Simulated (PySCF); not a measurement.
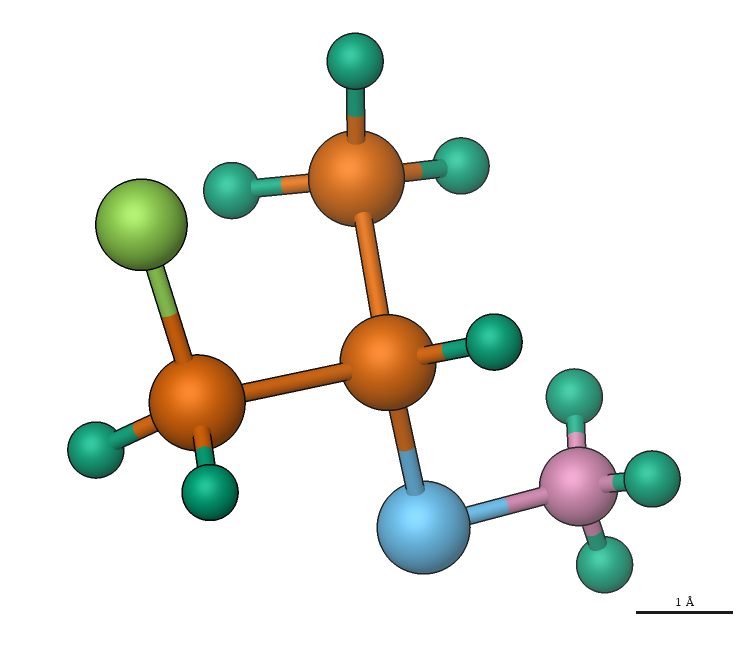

Every bond is drawn as one stick, whatever its order. Colours: carbon pink, sulfur blue, silicon orange, chlorine green, hydrogen teal.

Computed geometry: PBE0-D3(BJ)/def2-SVP optimisation. No frequency run is at hand to confirm it as a minimum.

Describe the molecule.

It has 15 atoms: 1 carbon, 9 hydrogen, 1 chlorine, 1 sulfur and 3 silicon (CH₉ClSSi₃). SMILES: `CS[Si@@H]([SiH3])[SiH2]Cl`. It has no ring. Among its groups: Si–H bond. The point group is C1. Coordination: 1 C tetrahedral; 1 S bent; 3 Si tetrahedral.

The parts below concern this one geometry. Atoms keep their numbers from picture to picture.

**NMR shielding**

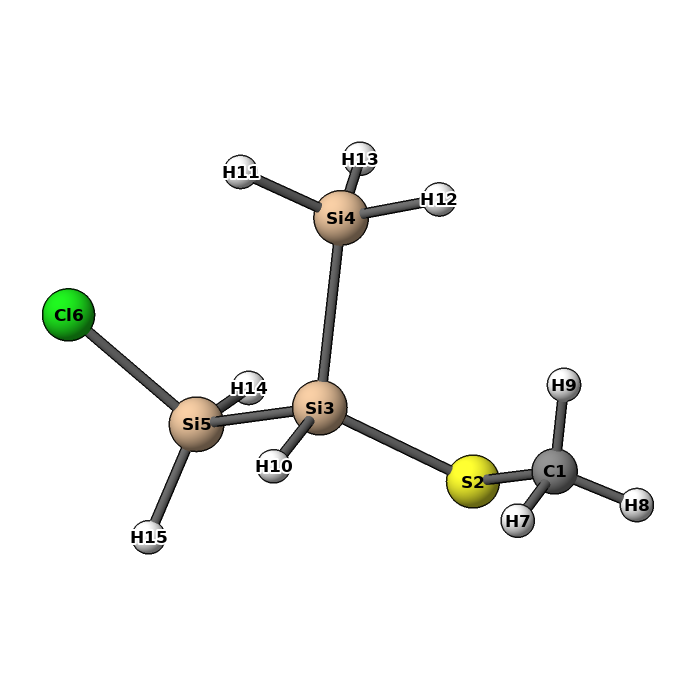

The questions are on isotropic NMR shieldings of the H atoms. No frequency run is at hand to confirm it as a minimum. Properties computed with GIAO PBE0/pcSseg-1 NMR shielding, non-relativistic, IEF-PCM water (PySCF 2.14.0).

List the isotropic NMR shieldings of the H atoms.

```
atom  σ (ppm)
  H7    29.17
  H8    29.01
  H9    28.98
 H10    26.40
 H11    27.67
 H12    27.37
 H13    27.80
 H14    26.00
 H15    25.78
```

**Excitation**

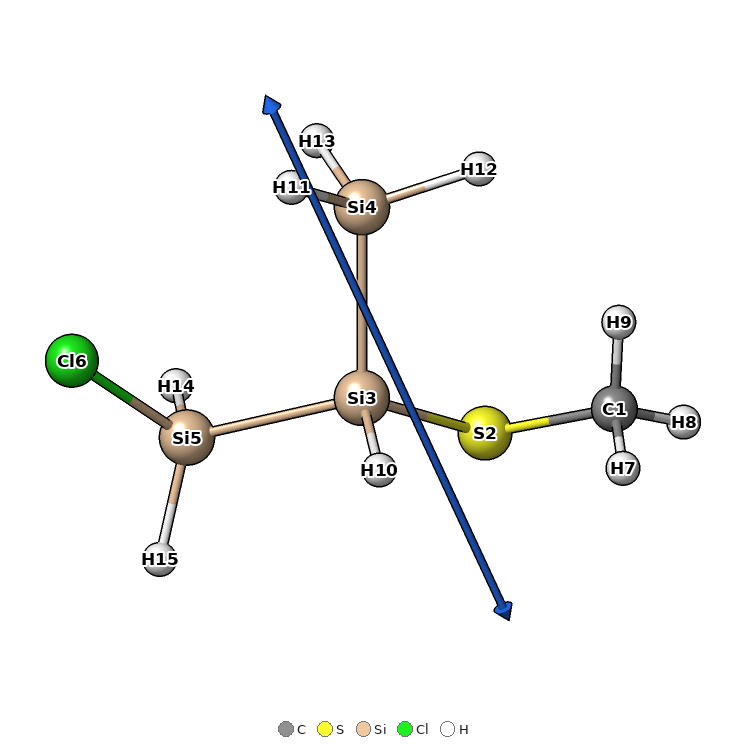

The double arrow shows the direction of the transition dipole to excited singlet state 5 (its length means nothing). No frequency run is at hand to confirm it as a minimum. Properties computed with TDDFT ωB97X-D/def2-SVPD, vertical, IEF-PCM chloroform (non-equilibrium linear response), core orbitals frozen in the response (PySCF 2.14.0).

**Where does the transition lie, and how strong is it?**

6.56 eV (189 nm), oscillator strength 0.042, mainly HOMO → LUMO+3 (weight 0.56); transition dipole 1.30 D.

**Polarisability**

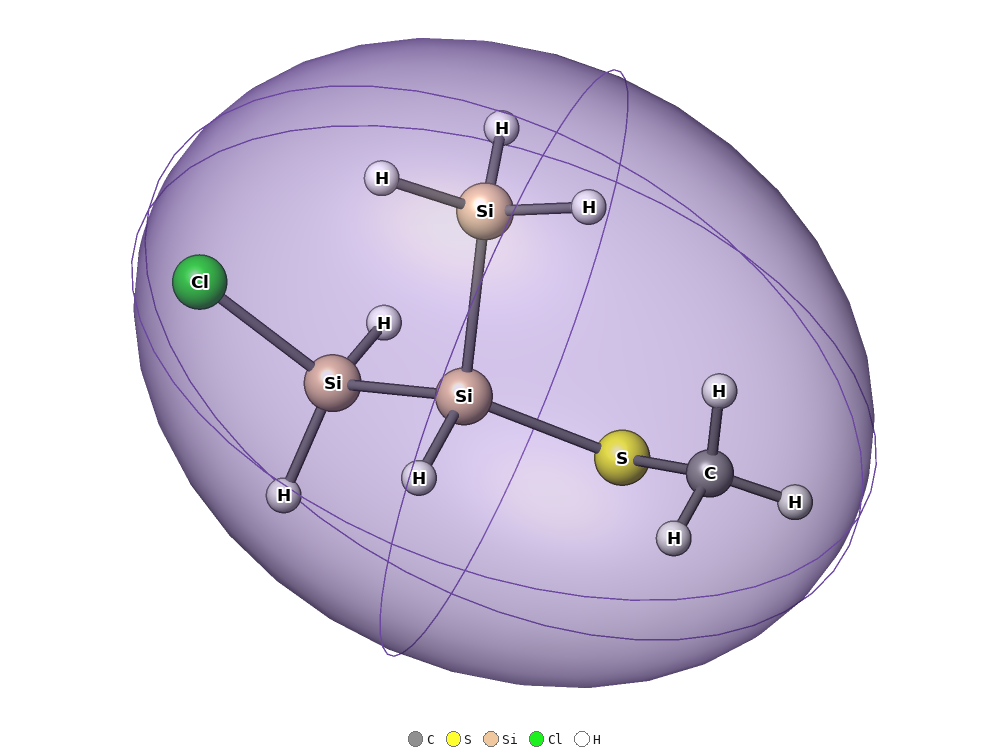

The ellipsoid shows the static dipole polarisability: its half-axes are proportional to the principal values. No frequency run is at hand to confirm it as a minimum. Level of theory: ωB97X-D/def2-SVPD in chloroform (IEF-PCM) (PySCF 2.14.0).

**Give the principal values, the mean and the anisotropy.**

Principal values 142.4, 176.5, 198.1 bohr³; mean 172.3 bohr³ (25.53 Å³); anisotropy 48.6 bohr³, so the longest axis is 1.39 times the shortest.
